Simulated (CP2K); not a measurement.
# triplet BSiH5: levels of theory compared

Wanted: a comparison of 3 runs (UB3LYP/6-31G*, AM1, GFN1-xTB) of triplet BSiH5. 

Program for the calculation: CP2K 2026.2.

3 further runs of the same task are left out: 1 that didn't finish, 2 set aside as unsound or not needed.

## Step 1: The system as given

BSiH5: 7 atoms, total charge 0, spin state triplet. As SMILES of the parent species, `B[SiH3]`. The coordinates come from a PBE0-D4/def2-TZVP relaxation. That shape belongs to the parent species and isn't relaxed for this state.

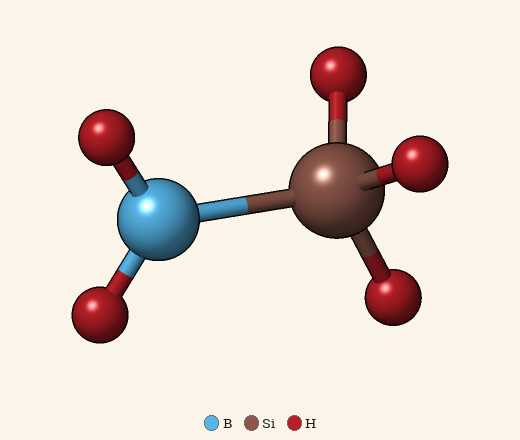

The structure, seen from a chosen angle (boron blue, silicon brown, hydrogen red).

## Step 2: A single-point energy at UB3LYP/6-31G(d) (spherical functions) (run 1)

File qs.inp:

```
&FORCE_EVAL
  METHOD QUICKSTEP
  &DFT
    BASIS_SET_FILE_NAME ./6_31gs.basis
    POTENTIAL_FILE_NAME POTENTIAL
    MULTIPLICITY 3
    LSD T
    &QS
      METHOD GAPW
      EPS_DEFAULT 1.0E-10
    &END QS
    &MGRID
      CUTOFF 280
      REL_CUTOFF 50
      NGRIDS 4
    &END MGRID
    &POISSON
      PERIODIC NONE
      POISSON_SOLVER MULTIPOLE
    &END POISSON
    &SCF
      SCF_GUESS ATOMIC
      EPS_SCF 1.0E-07
      MAX_SCF 150
      ADDED_MOS 3
      &DIAGONALIZATION
        ALGORITHM STANDARD
      &END DIAGONALIZATION
      &MIXING
        METHOD DIRECT_P_MIXING
        ALPHA 0.4
      &END MIXING
    &END SCF
    &XC
      &XC_FUNCTIONAL
        &HYB_GGA_XC_B3LYP
        &END HYB_GGA_XC_B3LYP
      &END XC_FUNCTIONAL
      &HF
        FRACTION 0.2
        &SCREENING
          EPS_SCHWARZ 1.0E-10
        &END SCREENING
        &MEMORY
          MAX_MEMORY 1050
        &END MEMORY
      &END HF
    &END XC
    &PRINT
      &MOMENTS
        PERIODIC F
        REFERENCE COM
        MAX_MOMENT 1
      &END MOMENTS
      &MO ON
        ENERGIES T
        OCCUPATION_NUMBERS T
        NDIGITS 6
        &EACH
          QS_SCF 0
        &END EACH
        ADD_LAST NUMERIC
      &END MO
      &LOWDIN ON
      &END LOWDIN
      &HIRSHFELD OFF
      &END HIRSHFELD
      &MO_MOLDEN ON
        NDIGITS 8
      &END MO_MOLDEN
    &END PRINT
  &END DFT
  &SUBSYS
    &CELL
      ABC 9.6 10.4 9.4
      PERIODIC NONE
    &END CELL
    &COORD
      B     -0.043200    -1.189000     0.204300
      Si     0.089100     0.785300    -0.148500
      H     -1.126000    -1.690600     0.290100
      H      0.906400    -1.902500     0.335400
      H     -0.616000     1.093400    -1.427200
      H     -0.623600     1.516700     0.939600
      H      1.474500     1.318800    -0.239500
    &END COORD
    &TOPOLOGY
      &CENTER_COORDINATES
      &END CENTER_COORDINATES
    &END TOPOLOGY
    &KIND B
      BASIS_SET 6-31Gs
      POTENTIAL ALL
      LEBEDEV_GRID 194
      RADIAL_GRID 100
    &END KIND
    &KIND Si
      BASIS_SET 6-31Gs
      POTENTIAL ALL
      LEBEDEV_GRID 194
      RADIAL_GRID 100
    &END KIND
    &KIND H
      BASIS_SET 6-31Gs
      POTENTIAL ALL
      LEBEDEV_GRID 194
      RADIAL_GRID 100
    &END KIND
  &END SUBSYS
&END FORCE_EVAL
&GLOBAL
  PROJECT qs
  RUN_TYPE ENERGY
  PRINT_LEVEL MEDIUM
&END GLOBAL
```

Started as:

```console
$ OMP_NUM_THREADS=1 cp2k.psmp -i qs.inp -o qs.out
```

What it wrote:

```text
CP2K| version string:                                       CP2K version 2026.2
[...]
 GLOBAL| Method name                                                        CP2K
[...]
 GLOBAL| Run type                                                         ENERGY
[...]
 DFT| Spin unrestricted (spin-polarized) Kohn-Sham calculation               UKS
 DFT| Multiplicity                                                             3
[...]
 DFT| Charge                                                                   0
[...]
 FUNCTIONAL| HYB_GGA_XC_B3LYP:
[...]
 QS| Method:                                                                GAPW
[...]
 QS| Density cutoff [a.u.]:                                                140.0
[...]
 QS| Relative density cutoff [a.u.]:                                        25.0
[...]
                             - Atoms:                                          7
[...]
                             - Spherical basis functions:                     42
[...]
 Number of electrons:                                                         13
[...]
     1 P_Mix/Diag. 0.40E+00    3.0     0.39394136      -317.3200547131 -3.17E+02
[...]
    17 DIIS/Diag.  0.51E-07    1.8     0.00000004      -317.1696298995  2.84E-13
  *** SCF run converged in    17 steps ***
[...]
  Overlap energy of the core charge distribution:               0.00001008148405
  Self energy of the core charge distribution:               -148.96511484788141
  Core Hamiltonian energy:                                   -165.85623794301694
  Hartree energy:                                              44.89682325429720
  Exchange-correlation energy:                                 -7.02762807893542
  Hartree-Fock Exchange energy:                                -5.18957897283243
[...]
 ENERGY| Total FORCE_EVAL ( QS ) energy [hartree]           -317.169629899485017
[...]
```

It took 33 s on 1 thread of Arm Neoverse V2, shared host; peak memory 0.65 GiB.

## Step 3: A single-point energy at AM1 (run 2)

File molecule.inp:

```
&GLOBAL
  PROJECT molecule
  RUN_TYPE ENERGY
  PRINT_LEVEL MEDIUM
&END GLOBAL
&FORCE_EVAL
  METHOD QUICKSTEP
  &DFT
    MULTIPLICITY 3
    LSD T
    &QS
      METHOD AM1
      EPS_DEFAULT 1.0E-10
      &SE
        &COULOMB
          CUTOFF [angstrom] 50
          RC_RANGE [angstrom] 0
        &END COULOMB
        &EXCHANGE
          CUTOFF [angstrom] 50
          RC_RANGE [angstrom] 0
        &END EXCHANGE
      &END SE
    &END QS
    &POISSON
      PERIODIC NONE
      POISSON_SOLVER ANALYTIC
    &END POISSON
    &SCF
      SCF_GUESS ATOMIC
      EPS_SCF 1.0E-06
      MAX_SCF 150
      ADDED_MOS 8
      &DIAGONALIZATION
        ALGORITHM STANDARD
      &END DIAGONALIZATION
      &MIXING
        METHOD DIRECT_P_MIXING
        ALPHA 0.4
      &END MIXING
    &END SCF
    &PRINT
      &MOMENTS
        PERIODIC F
        REFERENCE COM
        MAX_MOMENT 1
      &END MOMENTS
      &MO ON
        ENERGIES T
        OCCUPATION_NUMBERS T
        NDIGITS 6
        &EACH
          QS_SCF 0
        &END EACH
        ADD_LAST NUMERIC
      &END MO
      &HIRSHFELD OFF
      &END HIRSHFELD
    &END PRINT
  &END DFT
  &SUBSYS
    &CELL
      ABC 14.6 15.4 14.4
      PERIODIC NONE
    &END CELL
    &COORD
      B     -0.043200    -1.189000     0.204300
      Si     0.089100     0.785300    -0.148500
      H     -1.126000    -1.690600     0.290100
      H      0.906400    -1.902500     0.335400
      H     -0.616000     1.093400    -1.427200
      H     -0.623600     1.516700     0.939600
      H      1.474500     1.318800    -0.239500
    &END COORD
    &TOPOLOGY
      &CENTER_COORDINATES
      &END CENTER_COORDINATES
    &END TOPOLOGY
  &END SUBSYS
&END FORCE_EVAL
```

Started as:

```console
$ OMP_NUM_THREADS=1 cp2k.psmp molecule.inp > molecule.out
```

What it wrote:

```text
CP2K| version string:                                       CP2K version 2026.2
[...]
 GLOBAL| Method name                                                        CP2K
[...]
 GLOBAL| Run type                                                         ENERGY
[...]
 *** WARNING in qs_environment.F:2210 :: More added MOs requested than     ***
 *** available. The full set of unoccupied MOs will be used. Use           ***
 *** 'ADDED_MOS -1' to always use all available MOs and to get rid of this ***
[...]
                             - Atoms:                                          7
[...]
                             - Spherical basis functions:                     13
[...]
 Number of electrons:                                                          7
[...]
     1 P_Mix/Diag. 0.40E+00    0.0     0.58243177        -5.3134228329 -5.31E+00
[...]
    19 DIIS/Diag.  0.22E-06    0.0     0.00000066        -7.9638463480 -7.13E-12
  *** SCF run converged in    19 steps ***
  Core-core repulsion energy [eV]:                            343.22992339792063
  Core Hamiltonian energy [eV]:                              -288.14808356187791
  Two-electron integral energy [eV]:                         -543.57823957214066
  Electronic energy [eV]:                                    -559.93720334794830
  Total energy [eV]:                                         -216.70727995002761
  Atomic reference energy [eV]:                               221.58266726552890
  Heat of formation [kcal/mol]:                               112.42911129588892
[...]
 SE_DIPOLE| Moment [Debye]          0.10430807       0.58381707      -0.10413746
 SE_DIPOLE| Derivative [a.u.]       0.00000000       0.00000000       0.00000000
 ENERGY| Total FORCE_EVAL ( QS ) energy [hartree]             -7.963846347998736
[...]
```

Wall time 0.22 s (1 thread of Arm Neoverse V2, shared host).

## Step 4: A single-point energy at GFN1-xTB (run 3)

File qs.inp:

```
&GLOBAL
  PROJECT_NAME qs
  RUN_TYPE ENERGY
  PRINT_LEVEL MEDIUM
&END GLOBAL

&FORCE_EVAL
  METHOD Quickstep
  &DFT
    MULTIPLICITY 3
    UKS T
    &QS
      METHOD XTB
      EPS_DEFAULT 1.0E-10
      &XTB
        GFN_TYPE 1
        CHECK_ATOMIC_CHARGES F
      &END XTB
    &END QS
    &POISSON
      PERIODIC NONE
      POISSON_SOLVER ANALYTIC
    &END POISSON
    &SCF
      SCF_GUESS ATOMIC
      EPS_SCF 1.0E-07
      MAX_SCF 80
      ADDED_MOS 4
      &DIAGONALIZATION
        ALGORITHM STANDARD
      &END DIAGONALIZATION
      &MIXING
        METHOD BROYDEN_MIXING
        ALPHA 0.2
        NBUFFER 8
      &END MIXING
    &END SCF
    &PRINT
      &MOMENTS
        PERIODIC F
        REFERENCE COM
        MAX_MOMENT 1
      &END MOMENTS
      &MO ON
        ENERGIES T
        OCCUPATION_NUMBERS T
        NDIGITS 6
        &EACH
          QS_SCF 0
        &END EACH
        ADD_LAST NUMERIC
      &END MO
      &HIRSHFELD OFF
      &END HIRSHFELD
    &END PRINT
  &END DFT
  &SUBSYS
    &CELL
      ABC 10.6 11.4 10.4
      PERIODIC NONE
    &END CELL
    &COORD
      B     -0.043200    -1.189000     0.204300
      Si     0.089100     0.785300    -0.148500
      H     -1.126000    -1.690600     0.290100
      H      0.906400    -1.902500     0.335400
      H     -0.616000     1.093400    -1.427200
      H     -0.623600     1.516700     0.939600
      H      1.474500     1.318800    -0.239500
    &END COORD
    &TOPOLOGY
      &CENTER_COORDINATES
      &END CENTER_COORDINATES
    &END TOPOLOGY
  &END SUBSYS
&END FORCE_EVAL
```

Started as:

```console
$ OMP_NUM_THREADS=1 cp2k.psmp qs.inp > qs.out
```

What it wrote:

```text
CP2K| version string:                                       CP2K version 2026.2
[...]
 GLOBAL| Method name                                                        CP2K
[...]
 GLOBAL| Run type                                                         ENERGY
[...]
                             - Atoms:                                          7
[...]
                             - Spherical basis functions:                     23
[...]
 Number of electrons:                                                          7
[...]
     1 NoMix/Diag. 0.20E+00    0.0     0.16494507        -5.7852565620 -5.79E+00
[...]
    40 Broy./Diag. 0.20E+00    0.0     0.00000010        -5.7928422189  1.98E-07
  *** SCF run converged in    40 steps ***
[...]
 TB_DIPOLE| Moment [Debye]          0.07323637       0.30891781      -0.05489202
 TB_DIPOLE| Derivative [a.u.]       0.00000000       0.00000000       0.00000000
[...]
 ENERGY| Total FORCE_EVAL ( QS ) energy [hartree]             -5.792842218885268
[...]
```

It took 0.32 s on 1 thread of Arm Neoverse V2, shared host.

## Step 5: The series

| run | level | scheme | SCF convergence threshold | energy (Eh) | dipole moment (D) | HOMO energy (eV) | wall time |
| --- | --- | --- | --- | --- | --- | --- | --- |
| 1 | UB3LYP/6-31G* (spherical functions) | GAPW | 1e-07 | -317.169630 | 1.76 | -4.56 | 33 s |
| 2 | AM1 | – | 1e-06 | -7.963846 | 0.60 | -7.33 | 0.22 s |
| 3 | GFN1-xTB | – | 1e-07 | -5.792842 | 0.32 | -8.38 | 0.32 s |

## Step 6: Outcome

| quantity | value |
| --- | --- |
| run 3: total energy | -5.79284 Eh |
| run 3: dipole moment (from atomic charges alone) | 0.32 D |
| run 3: HOMO energy (highest over α and β) | -8.38 eV |
| run 3: dispersion energy | -3.69 kJ/mol |

**Reading.** The dipole moment (its size) runs from 0.32 D (GFN1-xTB) to 1.76 D (UB3LYP/6-31G*). The two ends differ in method and basis and Hamiltonian. Some of these are taken from atomic charges alone. Force-field and semi-empirical energies have zeros of their own, so their totals don't compare. All runs together took 34 s, the longest 33 s.
